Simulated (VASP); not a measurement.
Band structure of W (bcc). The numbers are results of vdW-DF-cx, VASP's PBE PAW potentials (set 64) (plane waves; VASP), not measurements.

Unless said otherwise, spin-orbit coupling is left out, though it shifts the bands of the heavy elements here.

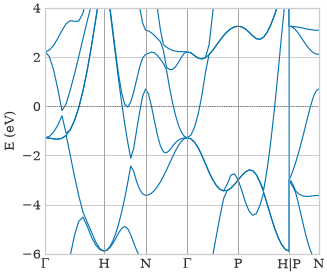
Figure: Bands along high-symmetry lines, zero at the valence-band maximum or, without a gap, the Fermi level

**Question.** Read the plot: is there a gap, and where are the band edges?

**Answer.** It has no gap at this level: it comes out as a metal or semimetal. (Edges off the drawn lines would not show.)

The compound is W in the bcc structure. It was relaxed first.
